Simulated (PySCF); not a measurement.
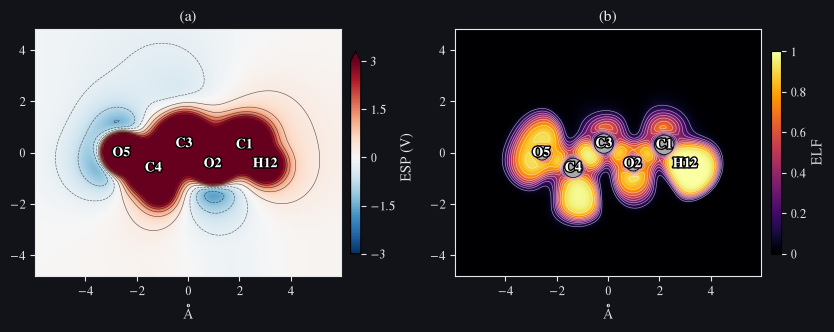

C$_{4}$H$_{9}$ClO$_{3}$Si. (a) electrostatic potential; (b) ELF on the plane of atoms O2, C1 and H12. Grey discs cover the atomic cores in the ELF map.

Geometry: GFN2-xTB.

These are results of PBE0/pcSseg-1, SCF density, gas phase, non-relativistic in PySCF, not measurements.

```xyz
18

C    -2.6902   -0.7596   -0.3996
O    -1.5400   -0.1270   -0.9328
C    -0.7221    0.4591    0.0196
C     0.3588    1.2446   -0.7406
O     1.4501    1.5816    0.0623
C     2.3662    0.5027    0.2531
Si    1.3683   -1.0269    0.8248
Cl    1.7175   -1.6029    2.6991
O    -0.1664   -0.5041    0.8692
H    -2.4128   -1.5625    0.2881
H    -3.3203   -0.0347    0.1266
H    -3.2281   -1.1702   -1.2506
H    -1.2993    1.1315    0.6790
H     0.6676    0.6340   -1.6001
H    -0.0737    2.1786   -1.1032
H     2.9105    0.3297   -0.6849
H     3.0826    0.8702    0.9884
H     1.5224   -2.1378   -0.1104
```

**Read the bonding off the picture.**

- Atoms in the plane: C, O and H.
- C–O (1.39 Å): the ELF peaks at about 0.90 between the atoms: a shared but strongly polarised pair.
- C–C (1.54 Å): the ELF peaks at about 0.95 between the atoms (a shared electron pair).
- C–H (1.09 Å): the ELF climbs to about 1 towards the hydrogen, as it does in any bond to H; a covalent bond by its length.
- C–O (1.42 Å): the ELF peaks at about 0.90 between the atoms, as expected for a polar covalent bond.
- The ELF also peaks beside O2 and O5, away from the bonds: lone-pair regions.
- Outside the dense part of the molecule the potential is most negative (−1.6 V) near O2.
